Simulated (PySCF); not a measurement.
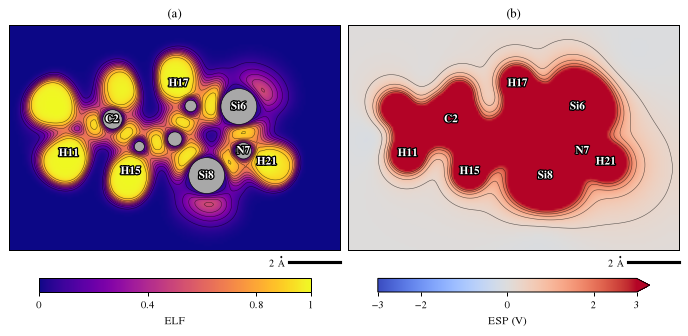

The picture shows: C5H15NSi2. (a) ELF; (b) electrostatic potential on the plane of atoms Si8, N7 and H21. Grey discs cover the atomic cores in the ELF map.

Geometry: GFN2-xTB.

Method: PBE0/pcSseg-1, SCF density, gas phase, non-relativistic (PySCF).

The calculation's input:

```
{"job": {"kind": "nmr", "xc": "PBE0", "basis": "pcSseg-1"}, "charge": 0, "multiplicity": 1}
C      3.476026     0.023715     0.009447
C      2.063388     0.591483     0.081620
C      1.018117    -0.428151    -0.369945
C     -0.406326     0.124144    -0.405110
C     -0.913987     0.550688     0.980185
Si    -2.810178     0.654724     0.951982
N     -3.052078    -0.523590    -0.297235
Si    -1.662903    -1.102620    -1.150697
H      3.566456    -0.854773     0.645275
H      4.204852     0.761559     0.338677
H      3.718753    -0.267775    -1.010536
H      1.996768     1.479386    -0.552466
H      1.855466     0.900162     1.107738
H      1.055230    -1.295049     0.295299
H      1.282848    -0.777724    -1.372353
H     -0.396343     1.016638    -1.041892
H     -0.452172     1.488888     1.289580
H     -0.609392    -0.200927     1.711797
H     -3.451537     0.224394     2.198113
H     -3.316436     1.972537     0.545369
H     -3.970931    -0.859054    -0.523365
H     -1.825220    -0.946895    -2.600001
H     -1.375151    -2.504777    -0.821402
```

Launched as:

```sh
OMP_NUM_THREADS=1 python probes_run.py task.json out
```

Question: Interpret the plot.

Answer: The section cuts through C, Si, N and H sites. Si–N (1.73 Å): the ELF peaks at about 0.90 between the atoms; a shared but strongly polarised pair. N–H (1.00 Å): the ELF climbs to about 1 towards the hydrogen, as it does in any bond to H; an ordinary covalent bond to hydrogen. The potential has no marked negative region in this plane.
